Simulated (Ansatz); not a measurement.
Al2O3 (corundum)

```
Al2O3
1.0
    2.40399     1.38794     4.37387
   -2.40399     1.38794     4.37387
    0.00000    -2.77589     4.37387
Al O
4 6
Direct
  0.35213   0.35213   0.35213
  0.14787   0.14787   0.14787
  0.64787   0.64787   0.64787
  0.85213   0.85213   0.85213
  0.55616   0.94384   0.25000
  0.25000   0.55616   0.94384
  0.94384   0.25000   0.55616
  0.44384   0.05616   0.75000
  0.75000   0.44384   0.05616
  0.05616   0.75000   0.44384
```

A phonon eigenvector at Γ is frozen into this cell: atom i moves by Q times the vector below, so Q is the largest atomic displacement, in Å. The cell is held. It is one choice among 2 degenerate patterns.

```json
[
 {"atom": "Al1", "x": "0.117", "y": "-0.020", "z": "0.000"},
 {"atom": "Al2", "x": "-0.117", "y": "-0.020", "z": "0.000"},
 {"atom": "Al3", "x": "-0.117", "y": "0.020", "z": "0.000"},
 {"atom": "Al4", "x": "0.117", "y": "0.020", "z": "0.000"},
 {"atom": "O5", "x": "0.000", "y": "0.656", "z": "0.754"},
 {"atom": "O6", "x": "0.285", "y": "0.163", "z": "-0.377"},
 {"atom": "O7", "x": "-0.285", "y": "0.163", "z": "-0.377"},
 {"atom": "O8", "x": "0.000", "y": "-0.656", "z": "-0.754"},
 {"atom": "O9", "x": "-0.285", "y": "-0.163", "z": "0.377"},
 {"atom": "O10", "x": "0.285", "y": "-0.163", "z": "0.377"}
]
```

These are PBE (plane waves to 420 eV, PAW, scalar-relativistic; Ansatz, a quantum-chemistry and plane-wave program) values and carry that method's errors. k mesh 8×8×8 (Γ-centred), Fermi-Dirac smearing 0.05 eV. Energies are smeared free energies. Al2O3 was relaxed with its symmetry unable to fall. The PAW data are Ansatz's earlier set. ΔE is measured from the undisplaced structure.

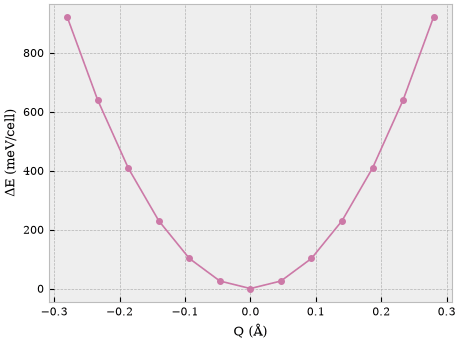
Figure. ΔE (meV/cell) against Q (Å); one marker a computed point.

Task: What is the energy change at Q = 0.280 Å?

Result: About 920 meV/cell.

Task: What harmonic wavenumber does the curvature at Q = 0 give?

Result: About 360 cm⁻¹.

(For displaced atoms, the force is minus the slope of the energy, and its curvature is a force constant, which sets phonon frequencies.)
